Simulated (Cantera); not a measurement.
Input: 1 mol C₂H₂, 0.054 mol CO₂, 32 mol H₂, held at 5700 Pa.

Equilibrium computed with Cantera from the NASA thermochemical tables; the gas is ideal and each condensed phase is pure. Candidate condensed phases: C, C₆H₆, C₇H₈, C₈H₁₈, H₂O; 110 gas species. Equilibrium is a limit: real reactors are often held back by kinetics, nucleation or transport.

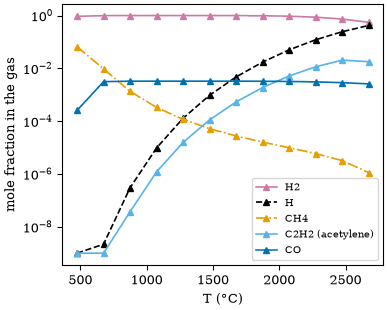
*Equilibrium gas composition (values under 1e-9 drawn at 1e-9)*

At 475 °C nothing is condensed. From 675 °C to 2475 °C the condensed part is C(graphite). At 2675 °C nothing is condensed. The main C-bearing gas is CH₄ at 475 °C and C₂H₂ (acetylene) at 2675 °C.
